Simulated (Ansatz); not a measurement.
**Ca (fcc, Cu type): frozen-phonon scan**

Starting cell, Ca (fcc, Cu type):

```xyz
2
Lattice="0.0000 5.5685 5.5685 2.7842 2.7842 5.5685 2.7842 2.7842 0.0000" Properties=species:S:1:pos:R:3 pbc="T T T"
Ca     0.0000     0.0000     0.0000
Ca     2.7842     5.5685     2.7842
```

A phonon eigenvector at X = (0.5, 0.5, 0.0) is frozen into this cell: atom i moves by Q times the vector below, so Q is the largest atomic displacement, in Å. The cell is held. It is one choice among 2 degenerate patterns. (q is in reciprocal vectors of the primitive cell; the cell shown is doubled to hold the pattern.)

| atom | x | y | z |
|---|---|---|---|
| Ca1 | 0.000 | 1.000 | 0.000 |
| Ca2 | 0.000 | -1.000 | 0.000 |

These are r2SCAN (plane waves to 500 eV, PAW, scalar-relativistic; Ansatz, a first-principles code) values and carry that method's errors. k mesh 14×14×14 (Γ-centred), Fermi-Dirac smearing 0.05 eV. The energy includes the smearing's −TS. With partly filled bands, energies and forces of such displacements shift with the k mesh and the smearing. Ca was relaxed with its symmetry unable to fall. ΔE is measured from the undisplaced structure.

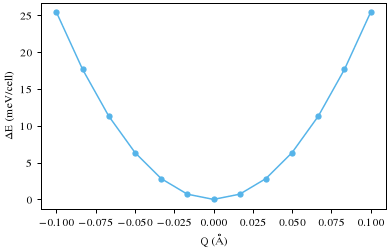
ΔE (meV/cell) against Q (Å); markers are the computed points, lines only join them.

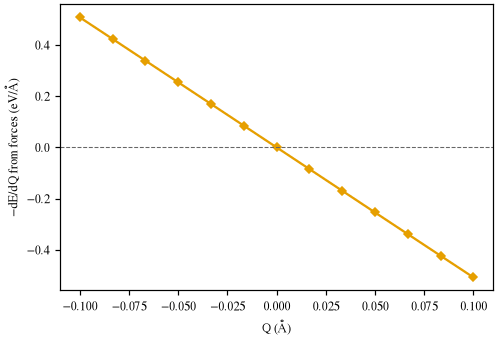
Figure: −dE/dQ from forces (eV/Å) against Q (Å); markers are the computed points, lines only join them.

The energy at Q = 0.100 Å is 25.4 meV/cell. Space group of the distorted cell: Cmcm (No. 63), lowered from Fm-3m. Shape of the curve: a single well with its minimum at or next to zero displacement. Symmetry of the curve: even: the same for both signs. Harmonic wavenumber from the curvature (finite differences): 131 cm⁻¹.

E″ = 5.08 eV/Å², M = Σ mᵢ|uᵢ|² = 80.2 u, ν̃ = 521.5·√(|E″|/M).

(A displaced cell: forces are minus the slopes of the energy, force constants its curvatures, and phonons follow from these.)
